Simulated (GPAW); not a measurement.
## W2NS2 MXene monolayer: simulated STM images

What would a tunnelling microscope show on W2NS2 MXene monolayer?

Calculated with GPAW 26.7.0; GPAW, PAW setups; layer in a repeated cell with vacuum, relaxation of atoms and in-plane cell, in the first sound run; inputs show where later runs differ.

## 1. The structure

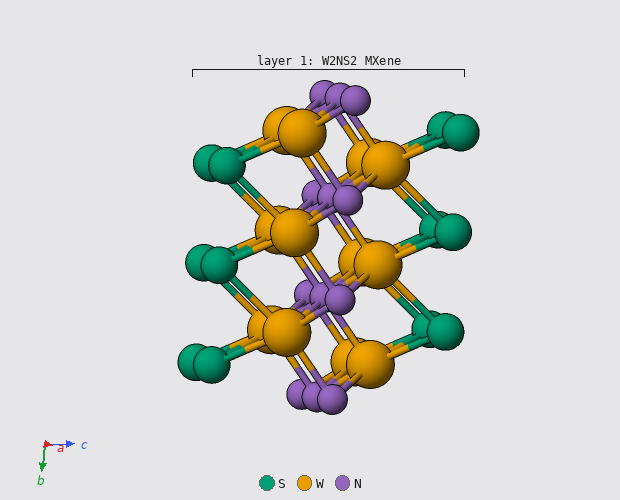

The cell as given, from the side, with the c axis across the page (sulfur teal, tungsten orange, nitrogen purple). 2×3×1 cells are drawn. Some periodic images of atoms are drawn too.

The cell holds 5 atoms: 2 S, 2 W and 1 N. Cell: a = 3.054 Å, b = 3.054 Å, c = 21.977 Å, α = 90.0°, β = 90.0°, γ = 120.0°. Vacuum lies along c.

## 2. Relaxing the atoms

Forces are removed first; all later runs use this geometry.

Input file run.py:

```python
import json
import numpy as np
from ase import Atoms
from ase.filters import FrechetCellFilter
from ase.optimize import BFGS
from gpaw import GPAW, PW

slab = Atoms(
    ['S', 'W', 'N', 'W', 'S'],
    positions=[
        [-0.00000, 1.76317, 8.00000],
        [1.52695, 0.88159, 9.78361],
        [0.00000, 0.00000, 10.98860],
        [-0.00000, 1.76317, 12.19360],
        [1.52695, 0.88159, 13.97721]],
    cell=[[3.05391, 0.0, 0.0], [-1.52695, 2.64476, 0.0], [0.0, 0.0, 21.9772]],
    pbc=[True, True, True])

slab.calc = GPAW(mode=PW(600), xc='PBE', kpts={'size': (12, 12, 1), 'gamma': True},
                 occupations={'name': 'fermi-dirac', 'width': 0.05}, nbands='160%',
                 convergence={'density': 1e-05}, maxiter=200,
                 symmetry={'tolerance': 1e-3}, txt='slab.txt')
result = {}
# The in-plane cell is free; stress needs a cell that repeats along all three vectors
path = []
opt = BFGS(FrechetCellFilter(slab, mask=[1, 1, 0, 0, 0, 1]), maxstep=0.2)
opt.attach(lambda: path.append((slab.get_potential_energy(), slab.positions.tolist(), slab.get_forces().tolist())))
result['relaxed'] = bool(opt.run(fmax=0.02, steps=45))
result['path'] = path
result['cell'] = slab.cell.tolist()
print('in-plane lattice', slab.cell.cellpar().round(4)[[0, 1, 5]])
energy = slab.get_potential_energy()
fermi = slab.calc.get_fermi_level()
v = slab.calc.get_electrostatic_potential().mean((0, 1)) - fermi
n = slab.calc.get_pseudo_density().mean((0, 1))
L = slab.cell[2, 2]
z = np.arange(len(v)) * L / len(v)
low, high = slab.positions[:, 2].min(), slab.positions[:, 2].max()
below, above = np.interp([low - 5.8, high + 5.8], z, v)
slopes = [np.interp(x, z, np.gradient(v, z)) for x in (low - 5.8, high + 5.8)]
eps = np.array([[slab.calc.get_eigenvalues(k, s) for k in range(len(slab.calc.get_ibz_k_points()))]
                for s in range(slab.calc.get_number_of_spins())]) - fermi
top, bottom = eps[eps < 0].max(), eps[eps > 0].min()
dipole = slab.get_dipole_moment()[2]
print(f'energy {energy:.4f} eV, Fermi level {fermi:.4f} eV, dipole {dipole:.5f} e A')
print(f'potential 5.8 A off the faces, from the Fermi level: lower {below:.4f} eV, upper {above:.4f} eV')
print(f'slope of the potential there: lower {slopes[0]:.5f}, upper {slopes[1]:.5f} eV/A')
print(f'nearest levels on the mesh: {top:.4f} and {bottom:.4f} eV')
print('magnetic moment', round(slab.get_magnetic_moment(), 3))
result.update(energy=energy, fermi=fermi, dipole=dipole, below=below, above=above, slopes=slopes, edges=[top, bottom],
              z=z.tolist(), v=v.tolist(), n=n.tolist(), positions=slab.positions.tolist(),
              forces=slab.get_forces(apply_constraint=False).tolist(), moments=slab.get_magnetic_moments().tolist())
json.dump(result, open('result.json', 'w'))
```

Command:

```console
$ OMP_NUM_THREADS=1 OPENBLAS_NUM_THREADS=1 python run.py
```

Log:

```text
Step          Energy          fmax
BFGS:    0      -40.083930        3.476595
BFGS:    1      -40.442569        2.159765
BFGS:    2      -40.656749        0.586755
BFGS:    3      -40.666827        0.476001
BFGS:    4      -40.708075        0.360861
BFGS:    5      -40.710954        0.378727
BFGS:    6      -40.718454        0.330578
BFGS:    7      -40.717484        0.189334
BFGS:    8      -40.712469        0.035010
BFGS:    9      -40.712182        0.007789
in-plane lattice [  3.0032   3.0032 120.    ]
energy -40.7012 eV, Fermi level 1.7952 eV, dipole 0.00022 e A
potential 5.8 A off the faces, from the Fermi level: lower 4.9907 eV, upper 4.9900 eV
slope of the potential there: lower 0.00003, upper 0.00027 eV/A
nearest levels on the mesh: -0.0005 and 0.0141 eV
magnetic moment 0.0
```

The job ended after 17 min (1 thread of Arm Neoverse V1, shared host; peak memory 0.48 GiB).

Numbers from this step:

```yaml
dipole_along_the_normal: 2.17e-4 e·Å
levels_nearest_the_fermi_level_on_the_mesh: -4.59e-4, 0.01413 eV from the Fermi level
```

The electrostatic potential energy of an electron (without an applied field's), less the Fermi level, planar mean oscillates, so the rows of the table below give means over windows of 1.93 Å about each position, cut where the curve ends. Its maxima inside the range that stand out by 2 % of the span (Å: eV): 8.6: -6.54, 10.5: -6.57, 11.4: -6.57, 13.4: -6.54. Its minima: 7.9: -22.2, 9.6: -27.7, 11.0: -13.6, 12.4: -27.7, 14.1: -22.2.

Electrostatic potential energy of an electron (without an applied field's), less the Fermi level, planar mean against z; means over each step:

| z (Å) | electrostatic potential energy of an electron (without an applied field's), less the Fermi level, planar mean (eV) |
| --- | --- |
| 0.96 | 4.99 |
| 2.90 | 4.99 |
| 4.83 | 4.98 |
| 6.76 | 0.340 |
| 8.69 | -16.2 |
| 10.62 | -12.1 |
| 12.55 | -16.3 |
| 14.48 | -7.89 |
| 16.41 | 4.86 |
| 18.34 | 4.99 |
| 20.27 | 4.99 |

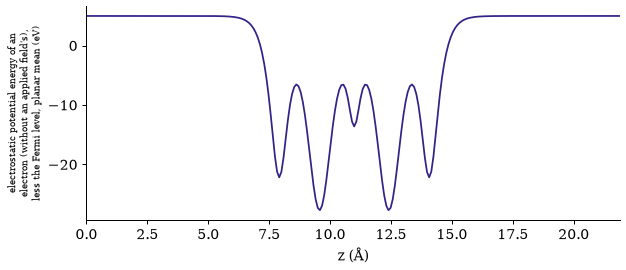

Electrostatic potential energy of an electron (without an applied field's), less the Fermi level, planar mean against z.

The pseudo valence density, planar mean oscillates, so the rows of the table below give means over windows of 1 Å about each position, cut where the curve ends. Its maxima inside the range that stand out by 2 % of the span (Å: e/Å³): 8.3: 0.564, 9.5: 1.64, 11.1: 0.736, 12.5: 1.64, 13.7: 0.564. Its minima: 8.6: 0.524, 10.4: 0.525, 11.6: 0.525, 13.4: 0.524.

Table of pseudo valence density, planar mean by z; means over each step:

| z (Å) | pseudo valence density, planar mean (e/Å³) |
| --- | --- |
| 4 | 2.8e-5 |
| 5 | 5.4e-4 |
| 6 | 0.0116 |
| 7 | 0.200 |
| 8 | 0.490 |
| 9 | 0.849 |
| 10 | 1.00 |
| 11 | 0.665 |
| 12 | 1.02 |
| 13 | 0.827 |
| 14 | 0.488 |
| 15 | 0.191 |
| 16 | 0.0110 |
| 17 | 5.0e-4 |
| 18 | 2.7e-5 |

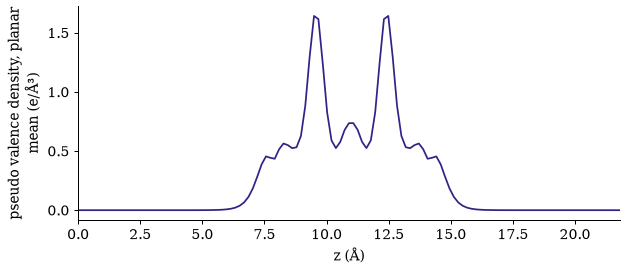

Pseudo valence density, planar mean, plotted against z.

The relaxation lowered the energy of the cell by 0.632 eV (energies extrapolated to zero smearing; the optimiser's log prints free energies). The largest force left on a free atom is 0.0078 eV/Å.

## 3. Plane waves, PBE

With the geometry fixed, the planar mean of the potential gives the vacuum level on each side.

This step: GPAW, PAW setups; slab in vacuum (GPAW 26.7.0).

The cell differs from the one that the last finished run ended in (c 21.977 → 22.162 Å).

Input file run.py:

```python
import json
import numpy as np
from ase import Atoms
from ase.dft.stm import STM
from gpaw import GPAW, PW

slab = Atoms(
    ['S', 'W', 'N', 'W', 'S'],
    positions=[
        [0.00000, 1.73392, 8.00000],
        [1.50162, 0.86696, 9.66084],
        [-0.00000, -0.00000, 11.08102],
        [0.00000, 1.73392, 12.50122],
        [1.50162, 0.86696, 14.16206]],
    cell=[[3.00324, 0.0, 0.0], [-1.50162, 2.60088, 0.0], [0.0, 0.0, 22.1621]],
    pbc=[True, True, False])

slab.calc = GPAW(mode=PW(500), xc='PBE', kpts={'size': (12, 12, 1), 'gamma': True},
                 occupations={'name': 'fermi-dirac', 'width': 0.05}, nbands='160%',
                 convergence={'density': 1e-05}, maxiter=200,
                 poissonsolver={'dipolelayer': 'xy'},
                 symmetry={'tolerance': 1e-3}, txt='slab.txt')
result = {}
energy = slab.get_potential_energy()
fermi = slab.calc.get_fermi_level()
v = slab.calc.get_electrostatic_potential().mean((0, 1)) - fermi
n = slab.calc.get_pseudo_density().mean((0, 1))
L = slab.cell[2, 2]
z = np.arange(len(v)) * L / len(v)
low, high = slab.positions[:, 2].min(), slab.positions[:, 2].max()
below, above = np.interp([low - 5.8, high + 5.8], z, v)
slopes = [np.interp(x, z, np.gradient(v, z)) for x in (low - 5.8, high + 5.8)]
eps = np.array([[slab.calc.get_eigenvalues(k, s) for k in range(len(slab.calc.get_ibz_k_points()))]
                for s in range(slab.calc.get_number_of_spins())]) - fermi
top, bottom = eps[eps < 0].max(), eps[eps > 0].min()
dipole = slab.get_dipole_moment()[2]
print(f'energy {energy:.4f} eV, Fermi level {fermi:.4f} eV, dipole {dipole:.5f} e A')
print(f'potential 5.8 A off the faces, from the Fermi level: lower {below:.4f} eV, upper {above:.4f} eV')
print(f'slope of the potential there: lower {slopes[0]:.5f}, upper {slopes[1]:.5f} eV/A')
print(f'nearest levels on the mesh: {top:.4f} and {bottom:.4f} eV')
print('magnetic moment', round(slab.get_magnetic_moment(), 3))
result.update(energy=energy, fermi=fermi, dipole=dipole, below=below, above=above, slopes=slopes, edges=[top, bottom],
              z=z.tolist(), v=v.tolist(), n=n.tolist(), positions=slab.positions.tolist(),
              forces=slab.get_forces(apply_constraint=False).tolist(), moments=slab.get_magnetic_moments().tolist())

# Images need the states of the whole zone, up to time reversal
slab.calc = slab.calc.fixed_density(symmetry={'point_group': False}, txt='states.txt', nbands='280%',
                                    convergence={'bands': 'CBM+2.3'})
stm = STM(slab)
result['stm'] = []
for bias in [-1.5, 2.0]:
    height = high + 3.0
    current = stm.get_averaged_current(bias, height)
    x, y, h = stm.scan(bias, current)
    i, f = divmod(height / L * stm.ldos.shape[2], 1)
    I = abs((1 - f) * stm.ldos[:, :, int(i)] + f * stm.ldos[:, :, int(i) + 1])
    print(f'bias {bias} V: mean current at 3.0 A {current:.4e}, corrugation {np.ptp(h):.4f} A')
    result['stm'].append(dict(bias=bias, current=current, h=(h - high).tolist(), I=I.tolist()))
json.dump(result, open('result.json', 'w'))
```

Log:

```text
energy -40.2716 eV, Fermi level 1.7415 eV, dipole -0.00065 e A
potential 5.8 A off the faces, from the Fermi level: lower 4.9822 eV, upper 4.9985 eV
slope of the potential there: lower 0.00005, upper -0.00006 eV/A
nearest levels on the mesh: -0.0486 and 0.0010 eV
magnetic moment 0.0
bias -1.5 V: mean current at 3.0 A 4.4370e-05, corrugation 0.1631 A
bias 2.0 V: mean current at 3.0 A 5.3323e-05, corrugation 0.0173 A
```

Elapsed: 4.9 min, on 1 thread; peak memory 0.71 GiB.

Numbers from this step:

- dipole along the normal: -6.46e-4 e·Å
- levels nearest the Fermi level on the mesh: -0.04861, 9.79e-4 eV from the Fermi level
- upper work function: 4.998 eV
- lower work function: 4.982 eV
- corrugation -1.5: 0.1631 Å
- corrugation 2: 0.01725 Å

The electrostatic potential energy of an electron (without an applied field's), less the Fermi level, planar mean oscillates, so the rows of the table below give means over windows of 1.94 Å about each position, cut where the curve ends. Its maxima inside the range that stand out by 2 % of the span (Å: eV): 8.7: -6.60, 10.6: -6.54, 11.5: -6.54, 13.5: -6.59. Its minima: 8.0: -22.1, 9.7: -27.6, 11.1: -13.7, 12.5: -27.6, 14.1: -22.1.

Electrostatic potential energy of an electron (without an applied field's), less the Fermi level, planar mean against z; means over each step:

| z (Å) | electrostatic potential energy of an electron (without an applied field's), less the Fermi level, planar mean (eV) |
| --- | --- |
| 0.97 | 4.98 |
| 2.91 | 4.98 |
| 4.85 | 4.97 |
| 6.79 | 0.953 |
| 8.73 | -16.0 |
| 10.67 | -12.5 |
| 12.61 | -16.2 |
| 14.55 | -7.96 |
| 16.49 | 4.86 |
| 18.43 | 5.00 |
| 20.37 | 5.00 |

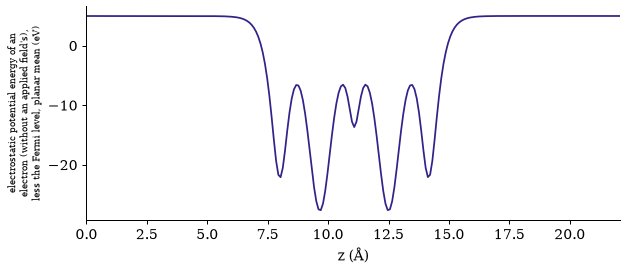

Electrostatic potential energy of an electron (without an applied field's), less the Fermi level, planar mean against z.

The pseudo valence density, planar mean oscillates, so the rows of the table below give means over windows of 2 Å about each position, cut where the curve ends. Its maxima inside the range that stand out by 2 % of the span (Å: e/Å³): 9.6: 1.66, 11.1: 0.739, 12.6: 1.66. Its minima: 10.5: 0.532, 11.6: 0.532.

Pseudo valence density, planar mean against z; means over each step:

| z (Å) | pseudo valence density, planar mean (e/Å³) |
| --- | --- |
| 4 | 4.8e-5 |
| 6 | 0.0220 |
| 8 | 0.440 |
| 10 | 0.948 |
| 12 | 0.951 |
| 14 | 0.483 |
| 16 | 0.0361 |
| 18 | 7.7e-5 |

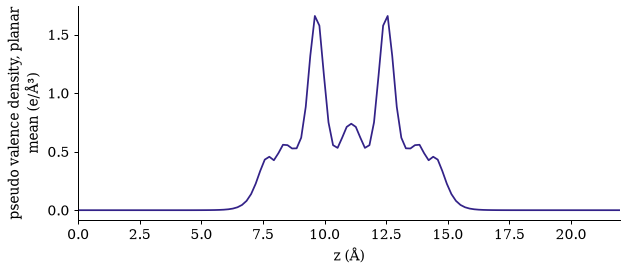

Pseudo valence density, planar mean against z.

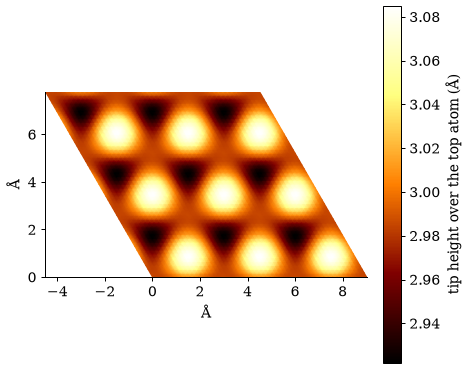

Tip height over the top atom over a1 and a2. Sample bias -1.5 V, constant current at the mean current 3.0 Å over the top atom. The cell is repeated, with its origin at the lower left corner.

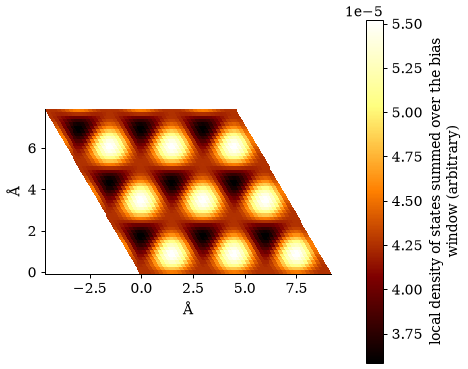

Local density of states summed over the bias window over a1 and a2. Sample bias -1.5 V, constant height 3.0 Å over the top atom. The cell is repeated, with its origin at the lower left corner.

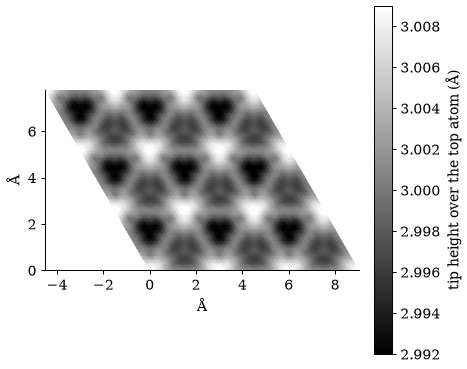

Tip height over the top atom over a1 and a2. Sample bias 2 V, constant current at the mean current 3.0 Å over the top atom. The cell is repeated, with its origin at the lower left corner.

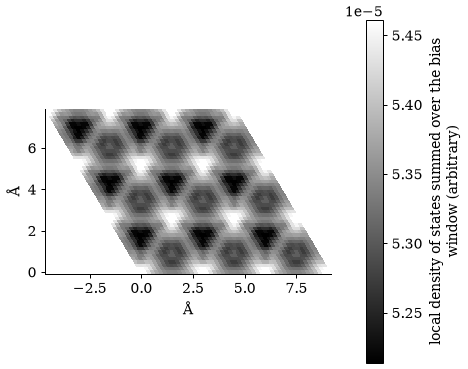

Local density of states summed over the bias window over a1 and a2. Sample bias 2 V, constant height 3.0 Å over the top atom. The cell is repeated, with its origin at the lower left corner.

The potential is flat to 5.6e-5 eV/Å where it is read, so the vacuum is wide enough.

## 4. A changed run

One more run, with changed settings.

Changes to run.py since step 3:

```diff
@@ -3,4 +3,3 @@
 from ase import Atoms
-from ase.dft.stm import STM
-from gpaw import GPAW, PW
+from gpaw import GPAW
 
@@ -17,5 +16,5 @@
 
-slab.calc = GPAW(mode=PW(500), xc='PBE', kpts={'size': (12, 12, 1), 'gamma': True},
+slab.calc = GPAW(mode='fd', h=0.4, xc='PBE', kpts={'size': (12, 12, 1), 'gamma': True},
                  occupations={'name': 'fermi-dirac', 'width': 0.05}, nbands='160%',
-                 convergence={'density': 1e-05}, maxiter=200,
+                 convergence={'density': 1e-05}, maxiter=100,
                  poissonsolver={'dipolelayer': 'xy'},
@@ -44,16 +43,2 @@
               forces=slab.get_forces(apply_constraint=False).tolist(), moments=slab.get_magnetic_moments().tolist())
-
-# Images need the states of the whole zone, up to time reversal
-slab.calc = slab.calc.fixed_density(symmetry={'point_group': False}, txt='states.txt', nbands='280%',
-                                    convergence={'bands': 'CBM+2.3'})
-stm = STM(slab)
-result['stm'] = []
-for bias in [-1.5, 2.0]:
-    height = high + 3.0
-    current = stm.get_averaged_current(bias, height)
-    x, y, h = stm.scan(bias, current)
-    i, f = divmod(height / L * stm.ldos.shape[2], 1)
-    I = abs((1 - f) * stm.ldos[:, :, int(i)] + f * stm.ldos[:, :, int(i) + 1])
-    print(f'bias {bias} V: mean current at 3.0 A {current:.4e}, corrugation {np.ptp(h):.4f} A')
-    result['stm'].append(dict(bias=bias, current=current, h=(h - high).tolist(), I=I.tolist()))
 json.dump(result, open('result.json', 'w'))
```

Log:

```text
gpaw.KohnShamConvergenceError
```

It took 3.9 min on 1 thread; peak memory 0.19 GiB.

No converged result was reached; the numbers in the log don't describe the system.

The fault put into the input: a grid far too coarse, under a cap of 100 iterations, which ended the run (mode = "fd" and h = 0.4).

## 5. What came out

* work function, upper and lower face: 4.998 and 4.982 eV
* dipole along the normal: -6.5e-4 e Å
* corrugation at -1.5 V: 0.163 Å
* corrugation at 2 V: 0.0173 Å

What this shows: The corrugation at constant current is largest at -1.5 V, where the tip height varies by 0.16 Å over the cell. Negative sample bias images filled states, positive bias empty ones. The images are of Tersoff-Hamann type: an s-wave tip, no tip-sample forces, heights closer than in a microscope. The small printed dipole stands for a step of 15 meV from the lower to the upper face, and the probes find 16 meV; values this small are near the numerical noise of both. The cell holds an odd number of electrons, so without spin polarisation it must come out metallic and without a moment, whatever its true state. The layer's cell and atoms come from the relaxation; spin-orbit coupling and temperature are left out.

[Logs are printed without paths, hosts, clocks, repeated set-up lines and the standing remarks that a program may print on its own settings, such as how far it seeks lower states.]

[Hosts, paths, dates, database ids (printed as entryN), source tags and the programs' standing remarks are cut or masked in the printed files.]
